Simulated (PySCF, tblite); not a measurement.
# C₆H₈GeO: vibronic structure

Aim: compute the vibronic structure of C₆H₈GeO (`CC(=O)[C]1=CC=[CH][GeH2]1`).

Computed with tblite 0.8.0 and PySCF 2.14.0 and routines of our own; the level stands in each step. Atoms count from 0.

## Step 1: The starting structure

16 atoms, charge 0, multiplicity 1; geometry from: force field or distance geometry start.

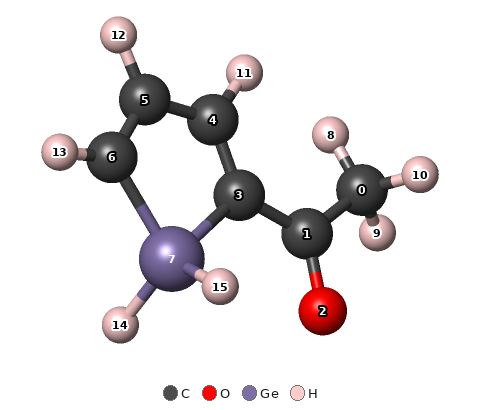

The starting geometry (carbon dark grey, oxygen red, germanium purple, hydrogen pink).

## Step 2: Geometry optimisation with GFN2-xTB

The job: settings as JSON, then the geometry in Å.

```
{"job": {"kind": "relax", "xc": "GFN2-xTB", "basis": "xTB"}, "charge": 0, "multiplicity": 1}
C      2.577200     0.655400    -0.157300
C      1.541600    -0.368100     0.071500
O      1.973200    -1.548400     0.357500
C      0.106300    -0.120300     0.013300
C     -0.559300     0.961600    -0.225200
C     -1.961600     0.910700    -0.225600
C     -2.535800    -0.221300     0.036000
Ge    -1.166600    -1.546000     0.354400
H      2.150900     1.464300    -0.748200
H      3.426500     0.177000    -0.680200
H      2.920500     1.005300     0.853100
H      0.010000     1.907000    -0.449900
H     -2.604500     1.816100    -0.423800
H     -3.597200    -0.430200     0.082800
H     -1.135800    -2.641000    -0.695900
H     -1.153000    -2.013100     1.826000
```

Launch:

```
> OMP_NUM_THREADS=1 python excited_run.py task.json out
```

One launch serves the whole session: the jobs run in the order shown.

Output:

```text
step      E/eV     max force
  0    -620.77126    4.413
  1    -621.09549    4.134
  2    -621.29184    1.237
  3    -621.31847    0.647
  4    -621.34079    0.452
  5    -621.36775    0.339
  6    -621.37741    0.277
  7    -621.38768    0.212
  8    -621.39199    0.190
  9    -621.39623    0.188
 10    -621.39963    0.149
 11    -621.40191    0.101
 12    -621.40309    0.089
 13    -621.40401    0.090
 14    -621.40470    0.067
 15    -621.40507    0.042
 16    -621.40524    0.035
 17    -621.40538    0.035
 18    -621.40552    0.039
 19    -621.40567    0.033
 20    -621.40581    0.029
 21    -621.40593    0.031
 22    -621.40607    0.035
 23    -621.40627    0.042
 24    -621.40653    0.047
 25    -621.40682    0.051
 26    -621.40713    0.052
 27    -621.40748    0.056
 28    -621.40802    0.068
 29    -621.40889    0.083
 30    -621.40997    0.082
 31    -621.41093    0.073
 32    -621.41201    0.086
 33    -621.41286    0.101
 34    -621.41363    0.093
 35    -621.41433    0.107
 36    -621.41524    0.072
 37    -621.41647    0.068
 38    -621.41721    0.079
 39    -621.41820    0.088
 40    -621.41927    0.119
 41    -621.41932    0.190
 42    -621.42139    0.073
 43    -621.42236    0.064
 44    -621.42333    0.075
 45    -621.42375    0.074
 46    -621.42474    0.080
 47    -621.42559    0.080
 48    -621.42655    0.066
 49    -621.42731    0.063
 50    -621.42777    0.057
 51    -621.42815    0.045
 52    -621.42841    0.039
 53    -621.42882    0.039
 54    -621.42906    0.042
 55    -621.42949    0.047
 56    -621.42978    0.044
 57    -621.43000    0.029
 58    -621.43013    0.033
 59    -621.43027    0.038
 60    -621.43046    0.036
 61    -621.43069    0.040
 62    -621.43091    0.030
 63    -621.43107    0.035
 64    -621.43118    0.024
 65    -621.43127    0.022
 66    -621.43136    0.017
 67    -621.43140    0.015
 68    -621.43143    0.011
 69    -621.43145    0.011
 70    -621.43149    0.013
 71    -621.43153    0.021
 72    -621.43157    0.021
 73    -621.43161    0.014
 74    -621.43164    0.013
 75    -621.43167    0.015
 76    -621.43170    0.022
 77    -621.43173    0.023
 78    -621.43176    0.018
 79    -621.43179    0.014
 80    -621.43181    0.009
```

Run time: 0.55 s. Hardware: 1 thread of Intel Xeon Platinum 8375C at 2.90GHz, shared host; peak memory 0.18 GiB.

Along the way: (not every step is listed)

| step | energy from step 0 (eV) | largest force (eV/Å) |
| --- | --- | --- |
| 0 | 0.0000 | 4.4126 |
| 1 | -0.3242 | 4.1337 |
| 2 | -0.5206 | 1.2374 |
| 3 | -0.5472 | 0.6474 |
| 4 | -0.5695 | 0.4516 |
| 5 | -0.5965 | 0.3390 |
| 6 | -0.6062 | 0.2768 |
| 7 | -0.6164 | 0.2123 |
| 8 | -0.6207 | 0.1900 |
| 14 | -0.6334 | 0.0673 |
| 20 | -0.6345 | 0.0291 |
| 26 | -0.6359 | 0.0516 |
| 32 | -0.6408 | 0.0861 |
| 38 | -0.6459 | 0.0795 |
| 44 | -0.6521 | 0.0751 |
| 50 | -0.6565 | 0.0568 |
| 56 | -0.6585 | 0.0435 |
| 62 | -0.6597 | 0.0296 |
| 68 | -0.6602 | 0.0112 |
| 74 | -0.6604 | 0.0135 |
| 75 | -0.6604 | 0.0147 |
| 76 | -0.6604 | 0.0216 |
| 77 | -0.6605 | 0.0228 |
| 78 | -0.6605 | 0.0180 |
| 79 | -0.6605 | 0.0142 |
| 80 | -0.6606 | 0.0089 |

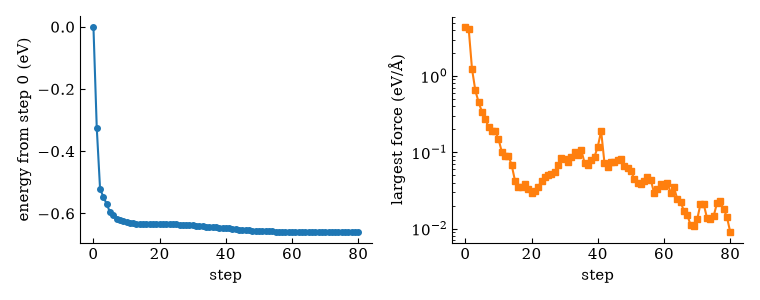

Energy and force, step by step.

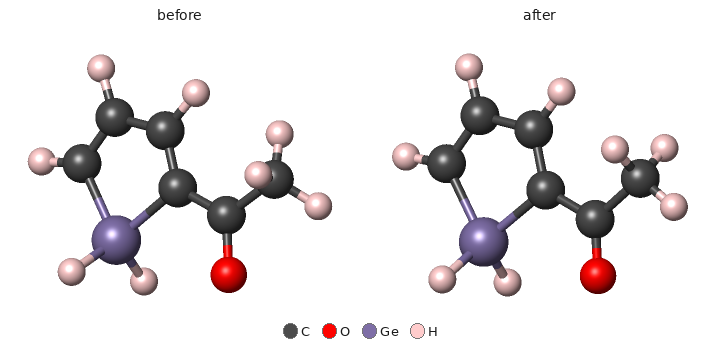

The geometry before (left) and after (right).

Distances of close pairs at the start and the end, largest changes first:

| bond | before (Å) | after (Å) | change (Å) |
| --- | --- | --- | --- |
| C1–O2 | 1.289 | 1.217 | -0.072 |
| C3–C4 | 1.292 | 1.346 | +0.053 |
| C4–C5 | 1.403 | 1.453 | +0.050 |
| Ge7–H15 | 1.544 | 1.495 | -0.049 |
| C5–H12 | 1.128 | 1.082 | -0.046 |
| C5–C6 | 1.296 | 1.341 | +0.045 |
| C4–H11 | 1.126 | 1.082 | -0.045 |
| C0–H10 | 1.123 | 1.088 | -0.035 |

The next job starts from the end point, and lists it.

## Step 3: Infrared spectrum with GFN2-xTB

The job: settings as JSON, then the geometry in Å.

```
{"job": {"kind": "ir", "xc": "GFN2-xTB", "basis": "xTB"}, "charge": 0, "multiplicity": 1}
C      2.550710     0.664239    -0.163765
C      1.569725    -0.464666     0.023623
O      1.918095    -1.618561     0.192012
C      0.148583    -0.163996     0.012850
C     -0.495962     0.996983    -0.206562
C     -1.947923     0.959398    -0.152091
C     -2.533286    -0.217771     0.110238
Ge    -1.151744    -1.593115     0.343544
H      2.383012     1.143649    -1.125902
H      3.567373     0.282806    -0.119562
H      2.405441     1.405859     0.618964
H     -0.002067     1.935124    -0.420766
H     -2.497729     1.875389    -0.324535
H     -3.603775    -0.315643     0.167849
H     -1.202005    -2.683222    -0.678187
H     -1.116046    -2.197528     1.710878
```

Output:

```text
mode    cm-1     km/mol
  1      48.4      3.61
  2     119.6      3.96
  3     124.7      5.26
  4     128.9      0.17
  5     213.1      0.12
  6     290.2      0.60
  7     338.7     11.85
  8     349.2      1.00
  9     426.0     37.20
 10     511.2      3.40
 11     551.9     89.08
 12     561.2     14.26
 13     582.2      4.08
 14     602.5      9.39
 15     610.8     21.16
 16     732.4     65.35
 17     741.5     22.88
 18     810.9    160.14
 19     868.1      3.64
 20     916.0      0.66
 21     937.7      3.84
 22     989.1     19.27
 23    1016.4      6.87
 24    1031.0      8.80
 25    1113.3     29.56
 26    1228.9      4.51
 27    1259.7    236.19
 28    1295.6      0.93
 29    1364.4     32.32
 30    1456.2      9.01
 31    1460.3      9.76
 32    1528.3    106.76
 33    1614.7     68.72
 34    1686.6    270.55
 35    2003.9    204.06
 36    2060.5    414.28
 37    3025.4     12.44
 38    3029.8      4.60
 39    3044.9     24.34
 40    3054.3     16.43
 41    3056.2     64.64
 42    3098.5     36.84
```

Run time: 0.6 s. Hardware: 1 thread of Intel Xeon Platinum 8375C at 2.90GHz, shared host; peak memory 0.18 GiB.

The strongest bands and the atoms that carry them (share of the mass-weighted mode):

| cm⁻¹ | km/mol | atoms |
| --- | --- | --- |
| 552 | 89.1 | H15 42 %, H14 37 % |
| 811 | 160.1 | H15 48 %, H14 48 % |
| 1260 | 236.2 | C1 51 %, C3 22 % |
| 1528 | 106.8 | C5 34 %, C6 27 %, C3 21 %, C4 14 % |
| 1615 | 68.7 | C3 32 %, C4 28 %, C5 20 %, C6 14 % |
| 1687 | 270.6 | C1 60 %, O2 37 % |
| 2004 | 204.1 | H15 52 %, H14 47 % |
| 2060 | 414.3 | H14 52 %, H15 47 % |

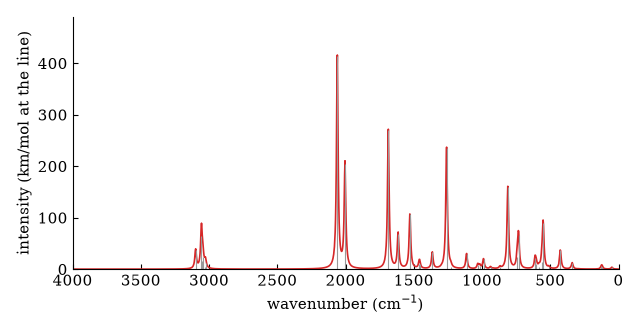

The infrared spectrum from these modes, unscaled. Lines are broadened to a width of 14 cm⁻¹ (Lorentzian).

## Step 4: Vibronic structure: TDA LC-wPBE/def2-SV(P)

Settings changed since step 3:

```diff
@@ -1,2 +1,2 @@
-{"job": {"kind": "ir", "xc": "GFN2-xTB", "basis": "xTB"}, "charge": 0, "multiplicity": 1}
+{"job": {"kind": "vib", "xc": "LC-wPBE", "basis": "def2-SV(P)", "tda": true}, "charge": 0, "multiplicity": 1}
 C      2.550710     0.664239    -0.163765
```

Level: TDA LC-wPBE/def2-SV(P) vertical-gradient vibronic structure (displaced harmonic oscillators, Condon), gas phase.

Output:

```text
final grid: 63456 points
cycle   1  E = -2384.4624008827  dE =  1.045e+00  |g| = 9.252e-01  |ddm| = 4.449e+00
cycle   2  E = -2384.3555351966  dE =  1.069e-01  |g| = 1.276e+00  |ddm| = 2.959e+00
cycle   3  E = -2384.6439741927  dE = -2.884e-01  |g| = 1.091e-01  |ddm| = 1.982e+00
cycle   4  E = -2384.6463430850  dE = -2.369e-03  |g| = 6.493e-02  |ddm| = 1.565e-01
cycle   5  E = -2384.6471552653  dE = -8.122e-04  |g| = 1.076e-02  |ddm| = 9.845e-02
cycle   6  E = -2384.6472299895  dE = -7.472e-05  |g| = 4.411e-03  |ddm| = 3.888e-02
cycle   7  E = -2384.6472451511  dE = -1.516e-05  |g| = 2.069e-03  |ddm| = 1.633e-02
cycle   8  E = -2384.6472481813  dE = -3.030e-06  |g| = 6.272e-04  |ddm| = 8.391e-03
cycle   9  E = -2384.6472485239  dE = -3.426e-07  |g| = 4.019e-04  |ddm| = 1.750e-03
cycle  10  E = -2384.6472486165  dE = -9.262e-08  |g| = 1.085e-04  |ddm| = 9.916e-04
cycle  11  E = -2384.6472486298  dE = -1.333e-08  |g| = 5.058e-05  |ddm| = 4.010e-04
cycle  12  E = -2384.6472486315  dE = -1.707e-09  |g| = 1.831e-05  |ddm| = 1.253e-04
cycle  13  E = -2384.6472486317  dE = -1.892e-10  |g| = 8.198e-06  |ddm| = 5.438e-05
converged SCF energy = -2384.6472486317

Singlet excitations (eV, f): 3.935 (0.0003)  4.763 (0.2246)  5.089 (0.0004)  6.195 (0.0073)  7.131 (0.0024)  7.178 (0.0365)

State S1  3.9346 eV  f = 0.00034  H-1->L 0.75, H-1->L+1 0.21
  relaxed dipole 2.043 D, largest gradient of the excitation energy 0.0768 Eh/bohr
  mode    cm-1        S   lambda/meV  Raman
   34   1686.6    0.5886     123.1   1.000
   32   1528.3    0.1811      34.3   0.253
   33   1614.7    0.1425      28.5   0.222
   11    551.9    0.2744      18.8   0.050
   27   1259.7    0.1113      17.4   0.105
    2    119.6    0.9084      13.5   0.008
    3    124.7    0.7389      11.4   0.007
   21    937.7    0.0594       6.9   0.031
   14    602.5    0.0721       5.4   0.016
   10    511.2    0.0849       5.4   0.013
   25   1113.3    0.0352       4.9   0.026
   29   1364.4    0.0147       2.5   0.016
  reorganisation energy 0.2796 eV, total S 3.323, 0-0 3.6550 eV
  absorption maximum 3.887 eV, width 0.478 eV

State S2  4.7627 eV  f = 0.22460  H->L 0.92
  relaxed dipole 4.277 D, largest gradient of the excitation energy 0.0835 Eh/bohr
  mode    cm-1        S   lambda/meV  Raman
   32   1528.3    1.9418     367.9   1.000
   24   1031.0    0.3390      43.3   0.079
    6    290.2    0.8268      29.8   0.015
    7    338.7    0.6939      29.1   0.018
   14    602.5    0.2439      18.2   0.020
   27   1259.7    0.0907      14.2   0.032
   21    937.7    0.1120      13.0   0.022
   33   1614.7    0.0644      12.9   0.037
    3    124.7    0.6031       9.3   0.002
   28   1295.6    0.0555       8.9   0.021
   25   1113.3    0.0419       5.8   0.011
   18    810.9    0.0525       5.3   0.008
  reorganisation energy 0.5782 eV, total S 5.611, 0-0 4.1845 eV
  absorption maximum 4.635 eV, width 0.710 eV

State S6  7.1784 eV  f = 0.03649  H-3->L 0.53, H->L+1 0.40
  relaxed dipole 2.912 D, largest gradient of the excitation energy 0.0742 Eh/bohr
  mode    cm-1        S   lambda/meV  Raman
   32   1528.3    1.6105     305.2   1.000
   18    810.9    0.6548      65.8   0.114
   35   2003.9    0.0739      18.3   0.079
    3    124.7    0.8429      13.0   0.003
   17    741.5    0.1149      10.6   0.017
   21    937.7    0.0834       9.7   0.020
    7    338.7    0.2101       8.8   0.006
   34   1686.6    0.0409       8.6   0.031
   14    602.5    0.1016       7.6   0.010
   33   1614.7    0.0315       6.3   0.022
    2    119.6    0.3767       5.6   0.001
   27   1259.7    0.0328       5.1   0.014
  reorganisation energy 0.4821 eV, total S 4.422, 0-0 6.6963 eV
  absorption maximum 7.098 eV, width 0.590 eV

State T1  2.4013 eV  f = 0.00000  H->L 0.91
  relaxed dipole 3.366 D, largest gradient of the excitation energy 0.1060 Eh/bohr
  mode    cm-1        S   lambda/meV  Raman
   32   1528.3    3.0591     579.6   1.000
   24   1031.0    0.4418      56.5   0.066
   33   1614.7    0.1859      37.2   0.068
    7    338.7    0.4532      19.0   0.007
    6    290.2    0.4655      16.8   0.005
   14    602.5    0.2199      16.4   0.011
   27   1259.7    0.0872      13.6   0.019
   28   1295.6    0.0830      13.3   0.019
   25   1113.3    0.0718       9.9   0.012
   21    937.7    0.0707       8.2   0.009
    3    124.7    0.2485       3.8   0.001
    2    119.6    0.1049       1.6   0.000
  reorganisation energy 0.7839 eV, total S 5.564, 0-0 1.6174 eV
  absorption maximum 2.388 eV, width 0.837 eV
```

Run time: 51 s. Hardware: 1 thread of Intel Xeon Platinum 8375C at 2.90GHz, shared host; peak memory 0.84 GiB.

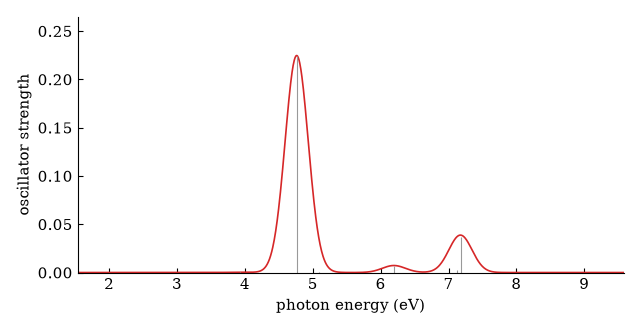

Absorption lines of the singlets. Lines are broadened to a width of 0.40 eV (Gaussian).

## Step 5: Vibronic structure: TDA LC-wPBE/3-21G

Settings changed since step 4:

```diff
@@ -1,2 +1,2 @@
-{"job": {"kind": "vib", "xc": "LC-wPBE", "basis": "def2-SV(P)", "tda": true}, "charge": 0, "multiplicity": 1}
+{"job": {"kind": "vib", "xc": "LC-wPBE", "basis": "3-21G", "tda": true, "fwhm_ev": 0.01, "nbright": 3, "scf": {"max_cycle": 98}, "maxiter": 30, "td_tol": 0.03}, "charge": 0, "multiplicity": 1}
 C      2.550710     0.664239    -0.163765
```

With the program's defaults for keys left out, this is: TDA LC-wPBE/3-21G vertical-gradient vibronic structure (displaced harmonic oscillators, Condon), gas phase.

Output:

```text
final grid: 63456 points
cycle   1  E = -2373.2257288581  dE = -2.145e-01  |g| = 8.453e-01  |ddm| = 4.111e+00
cycle   2  E = -2373.1133260179  dE =  1.124e-01  |g| = 1.250e+00  |ddm| = 2.587e+00
cycle   3  E = -2373.3960763988  dE = -2.828e-01  |g| = 5.653e-02  |ddm| = 1.710e+00
cycle   4  E = -2373.3974754027  dE = -1.399e-03  |g| = 3.971e-02  |ddm| = 1.458e-01
cycle   5  E = -2373.3979374781  dE = -4.621e-04  |g| = 1.119e-02  |ddm| = 7.236e-02
cycle   6  E = -2373.3979976489  dE = -6.017e-05  |g| = 4.475e-03  |ddm| = 3.378e-02
cycle   7  E = -2373.3980096980  dE = -1.205e-05  |g| = 1.475e-03  |ddm| = 1.128e-02
cycle   8  E = -2373.3980116794  dE = -1.981e-06  |g| = 4.847e-04  |ddm| = 5.618e-03
cycle   9  E = -2373.3980118387  dE = -1.593e-07  |g| = 1.771e-04  |ddm| = 1.296e-03
cycle  10  E = -2373.3980118674  dE = -2.868e-08  |g| = 1.058e-04  |ddm| = 4.671e-04
cycle  11  E = -2373.3980118738  dE = -6.400e-09  |g| = 2.363e-05  |ddm| = 3.021e-04
cycle  12  E = -2373.3980118741  dE = -3.433e-10  |g| = 1.639e-05  |ddm| = 8.785e-05
converged SCF energy = -2373.3980118741

Singlet excitations (eV, f): 3.885 (0.0003)  5.019 (0.2564)  5.252 (0.0007)  6.370 (0.0075)  7.242 (0.0046)  7.358 (0.0384)

State S1  3.8855 eV  f = 0.00033  H-1->L 0.76, H-1->L+1 0.21
  relaxed dipole 2.103 D, largest gradient of the excitation energy 0.0786 Eh/bohr
  mode    cm-1        S   lambda/meV  Raman
   34   1686.6    0.6016     125.8   1.000
   32   1528.3    0.1775      33.6   0.242
   33   1614.7    0.1409      28.2   0.215
    2    119.6    1.0563      15.7   0.009
   11    551.9    0.2233      15.3   0.040
   27   1259.7    0.0944      14.8   0.088
    3    124.7    0.9033      14.0   0.008
   21    937.7    0.0592       6.9   0.030
   10    511.2    0.0996       6.3   0.015
   25   1113.3    0.0350       4.8   0.025
   14    602.5    0.0475       3.6   0.010
   29   1364.4    0.0115       1.9   0.012
  reorganisation energy 0.2771 eV, total S 3.553, 0-0 3.6084 eV
  absorption maximum 3.638 eV, width 0.452 eV

State S2  5.0188 eV  f = 0.25640  H->L 0.92
  relaxed dipole 4.398 D, largest gradient of the excitation energy 0.0820 Eh/bohr
  mode    cm-1        S   lambda/meV  Raman
   32   1528.3    1.9259     364.9   1.000
   24   1031.0    0.3192      40.8   0.075
    6    290.2    0.9273      33.4   0.017
    7    338.7    0.7309      30.7   0.019
   14    602.5    0.2702      20.2   0.022
   21    937.7    0.1388      16.1   0.027
   27   1259.7    0.0926      14.5   0.033
   33   1614.7    0.0591      11.8   0.034
   18    810.9    0.0987       9.9   0.014
   28   1295.6    0.0554       8.9   0.021
    3    124.7    0.4589       7.1   0.002
   25   1113.3    0.0439       6.1   0.012
  reorganisation energy 0.5886 eV, total S 5.679, 0-0 4.4302 eV
  absorption maximum 4.882 eV, width 0.712 eV

State S6  7.3585 eV  f = 0.03842  H-3->L 0.53, H->L+1 0.40
  relaxed dipole 2.632 D, largest gradient of the excitation energy 0.0756 Eh/bohr
  mode    cm-1        S   lambda/meV  Raman
   32   1528.3    1.6738     317.2   1.000
   18    810.9    0.8097      81.4   0.136
   35   2003.9    0.0674      16.7   0.069
    3    124.7    0.9203      14.2   0.004
   17    741.5    0.1338      12.3   0.019
   34   1686.6    0.0491      10.3   0.036
   21    937.7    0.0755       8.8   0.017
    7    338.7    0.1592       6.7   0.005
    2    119.6    0.4200       6.2   0.002
   14    602.5    0.0786       5.9   0.007
   33   1614.7    0.0287       5.7   0.019
   27   1259.7    0.0269       4.2   0.011
  reorganisation energy 0.5110 eV, total S 4.747, 0-0 6.8474 eV
  absorption maximum 7.241 eV, width 0.602 eV

State T1  2.4771 eV  f = 0.00000  H->L 0.91
  relaxed dipole 3.292 D, largest gradient of the excitation energy 0.1065 Eh/bohr
  mode    cm-1        S   lambda/meV  Raman
   32   1528.3    3.1149     590.2   1.000
   24   1031.0    0.4323      55.3   0.063
   33   1614.7    0.2002      40.1   0.072
    7    338.7    0.4932      20.7   0.008
   14    602.5    0.2187      16.3   0.011
    6    290.2    0.4406      15.9   0.005
   27   1259.7    0.0862      13.5   0.019
   28   1295.6    0.0822      13.2   0.019
   25   1113.3    0.0689       9.5   0.012
   21    937.7    0.0761       8.8   0.009
    3    124.7    0.1554       2.4   0.000
   17    741.5    0.0162       1.5   0.001
  reorganisation energy 0.7953 eV, total S 5.512, 0-0 1.6818 eV
  absorption maximum 2.440 eV, width 0.780 eV
```

Wall time 30 s (1 thread of Intel Xeon Platinum 8375C at 2.90GHz, shared host); peak memory 0.8 GiB.

These settings were drawn to be risky (LC-wPBE/3-21G; fwhm ev 0.01; tda True; nbright 3; xc LC-wPBE; basis 3-21G; maxiter 30; td tol 0.03; scf {'max cycle': 98}); the run ended normally, but its values are left out of the summary.

## Step 6: Summary of results

```
                                                                                        quantity                     value
                                                       strongest single infrared mode (GFN2-xTB)     2060 cm⁻¹, 414 km/mol
                                                                    zero-point energy (GFN2-xTB)             71.3 kcal/mol
S1: vertical, reorganisation, 0-0, total S (step 4, TDA LC-wPBE/def2-SV(P), modes from GFN2-xTB)  3.93, 0.28, 3.65 eV; 3.3
S2: vertical, reorganisation, 0-0, total S (step 4, TDA LC-wPBE/def2-SV(P), modes from GFN2-xTB)  4.76, 0.58, 4.18 eV; 5.6
S6: vertical, reorganisation, 0-0, total S (step 4, TDA LC-wPBE/def2-SV(P), modes from GFN2-xTB)  7.18, 0.48, 6.70 eV; 4.4
```

All 42 modes are real, so the xTB geometry is a minimum. The strongest single mode, at 2060 cm⁻¹, moves mainly H14 and H15. GFN2-xTB is a fitted tight-binding method: band positions and strengths are rough. Its intensities can rank the bands wrongly. Some states lie very close; unless symmetry makes them partners, their order is unsure. Steps that list no spin-orbit terms leave them out, which matters at and beside the heavy atoms. The vibronic model keeps the ground-state modes (from xTB) and shifts them along the gradient alone, so it can miss much of the relaxation that a full optimisation finds.
